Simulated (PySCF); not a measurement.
# TeBr (charge +1, triplet): what the fields show

```xyz
2

Te    0.0000    0.0000   -0.9081
Br    0.0000    0.0000    1.4949
```

Core potentials replace the inner electrons of Te.

Level of theory: PBE0/def2-SVP, non-relativistic Hamiltonian with scalar-relativistic core potentials where named, at a bond length of 2.403 Å in PySCF 2.14.0.

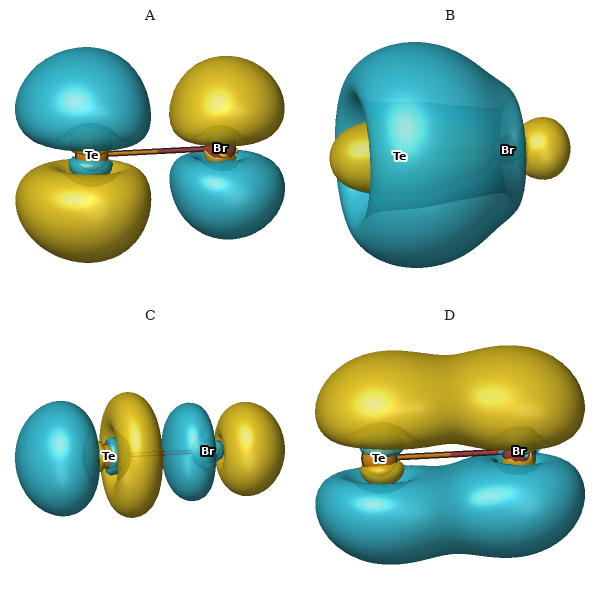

Figure 1. Four frontier α-spin orbitals, each drawn at the value that holds 80 % of its norm (yellow and cyan are the two phases), in no order; of a degenerate pair one member is drawn.

> Label each orbital by symmetry, say whether it is occupied, and order them by energy.

Orbital D: π, occupied in this spin, −16.31 eV; bonding, with no node between the atoms.
Orbital A: π, occupied in this spin, −14.03 eV; antibonding, with a node between the atoms.
Orbital C: σ, empty in this spin, −8.95 eV; shared between the atoms (Te 60 %, Br 40 %).
Orbital B: σ, empty in this spin, −1.09 eV; mainly on Te (80 %).

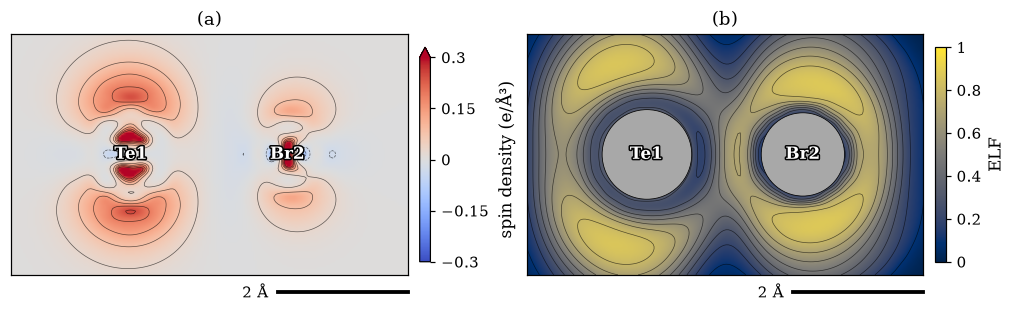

Figure 2. (a) spin density; (b) ELF on a plane that holds the molecular axis. Grey discs cover the atomic cores in the ELF map.

> Describe what can be read from this map.

- The section cuts through Te and Br sites.
- Te–Br (2.40 Å): the ELF peaks at about 0.70 between the atoms.
- The ELF also peaks beside Te1 and Br2, away from the bonds: non-bonding electrons, paired or unpaired.
- The unpaired spin (2 electrons) lies mostly on Te1 (about 1.7) and Br2 (about 0.3), in electrons by Hirshfeld's partition.
